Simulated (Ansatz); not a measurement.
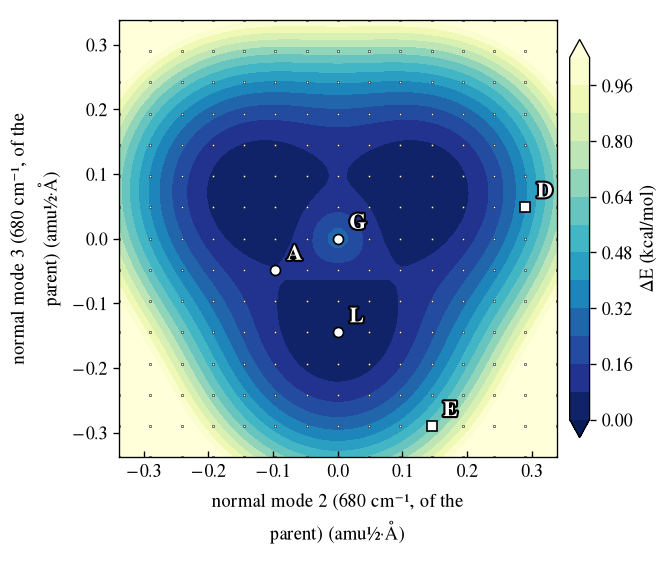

BrH3Si, charge +1, spin multiplicity 2. 
- Coordinates scanned: (1) normal mode 2 (680 cm⁻¹, of the parent); (2) normal mode 3 (680 cm⁻¹, of the parent).
- Nothing is relaxed (straight displacements along the two mass-weighted modes).
- Grid: 15 × 15 points; 120 points were computed and 105 follow by symmetry.
- Points are written as (first, second).
- Energies are in kcal/mol, from the lowest grid point.
- Near the degeneracy a single determinant is a rough description.
- These are results of Ansatz, UHF/def2-TZVP, not measurements.

Drawn: filled contours, dots at the grid points, one colour for all values above the top of the scale, lettered points. Between grid points the surface is interpolated.

What kind of point is each of A, D, E, G, L: minimum, saddle, maximum or slope?

A: saddle point; D: on a slope; E: on a slope; G: maximum; L: minimum. (In these two coordinates alone; a stationary point may lie a little off the grid point.)

Rank the lettered points by energy, lowest first.

L (0.00 kcal/mol), A (0.08 kcal/mol), G (0.26 kcal/mol), D (0.39 kcal/mol), E (0.61 kcal/mol).
